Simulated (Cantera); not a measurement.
Charge: 1 mol CaO, 10 mol HF, 0.25 mol O2, 8.5 mol NF3, at 1.80 Pa.

These are equilibrium values from Cantera (NASA tables, ideal gas, pure condensed phases), not measurements of a reactor. Candidate condensed phases: Ca, CaF2, CaO, Ca(OH)2, H2O; 47 gas species. Kinetics and transport are ignored.

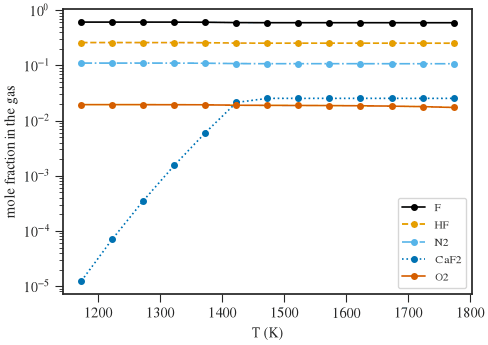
Figure. Equilibrium gas composition (values under 1e-9 drawn at 1e-9)

Problem. Read off the mole fractions at 1573 K.

Solution. F about 0.59, HF about 0.25, N2 about 0.11, CaF2 about 0.025, O2 about 0.019.
